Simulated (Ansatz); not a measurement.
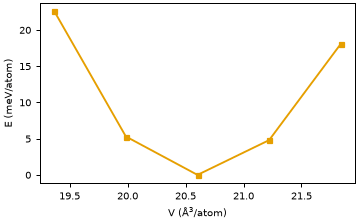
Fig. 1. TiSnSe in space group P4/nmm (No. 129; Ti on 2c, Sn on 2a, Se on 2c) under volume change, DFT-PBE in the program Ansatz with PAW potentials, shape and atoms relaxed at each volume.

Task: What does a third-order Birch–Murnaghan fit give for V₀, B₀ and B′?

Result: V₀ = 20.60 Å³/atom, B₀ = 87.1 GPa, B′ = 4.6.

The start of the workflow was typed in or built on a structure type; neither database checked (COD, Materials Project) lists it. Its standing as an ambient phase is unchecked. The PBE relaxation kept the symmetry of its start; whether a distortion lowers the energy is not shown. The workflow began spin-polarised and lost its moments. Scalar-relativistic: spin–orbit coupling is off unless named, which matters more the heavier the elements.

Potentials: the earlier of the program's two PAW sets.
